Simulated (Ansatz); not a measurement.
Input

```
crystal:
  periodic: [false, false, false]
  atoms:
    - { symbol: Ti, position_ang: [-0.134992, 0.076697, -0.010039] }
    - { symbol: O, position_ang: [-0.18115, 0.005805, 1.861614] }
    - { symbol: H, position_ang: [-1.020428, 0.088269, 2.358122] }
    - { symbol: F, position_ang: [1.49974, 0.147504, -0.603115] }
    - { symbol: F, position_ang: [-0.90715, 1.57236, -0.459509] }
    - { symbol: Cl, position_ang: [-1.365702, -1.506574, -0.905563] }
    - { symbol: F, position_ang: [1.274139, -2.324063, 1.169545] }
    - { symbol: H, position_ang: [0.985642, -1.860398, 1.925243] }
basis:
  gaussian: { orbitals: def2-SVP }
hamiltonian:
  xc: pbe
relax:
  f_tol: 0.03
  max_steps: 50
output:
  orbitals: {}
```

Command:

```sh
ansatz run input.yaml --threads 4 --pin off --max-ram 5120MiB --backend cpu --events-out ev --progress --plain --runs-dir out
```

The fields are those of the run's last geometry, not of the input's.

Level of theory: RKS PBE/def2-SVP (Ansatz).

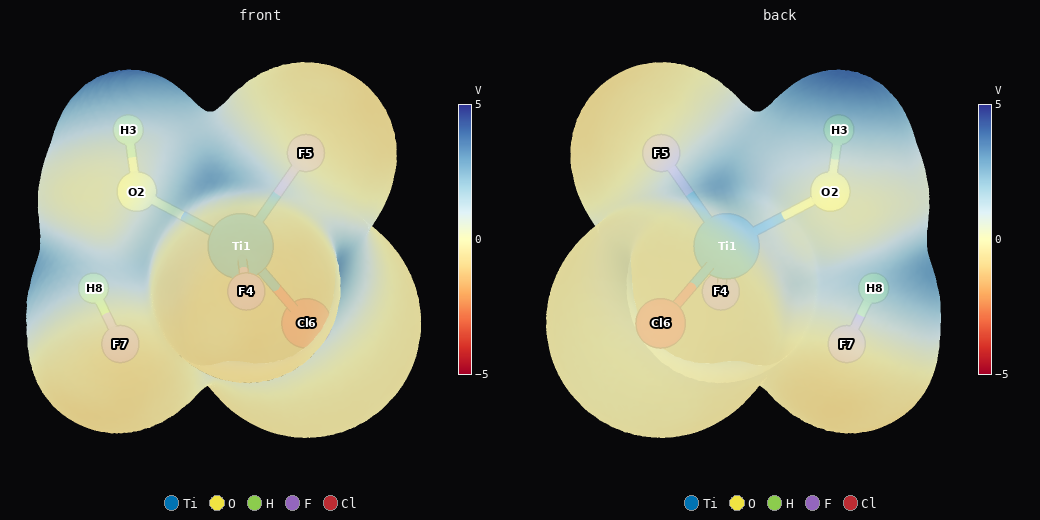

ClF$_{2}$HOTi···HF. The molecular electrostatic potential painted on the density surface at 0.004 e/bohr³, seen from the front and from behind; red is negative and blue positive.

Which sites attract a positive test charge, and which a negative one?

Answer. A positive charge is drawn to the negative regions and a negative charge to the positive ones. The most negative region (about −0.8 V, or −18 kcal/mol for a unit charge) lies over F4 and F7, the most positive (about +3.9 V, or +90 kcal/mol for a unit charge) over H3.
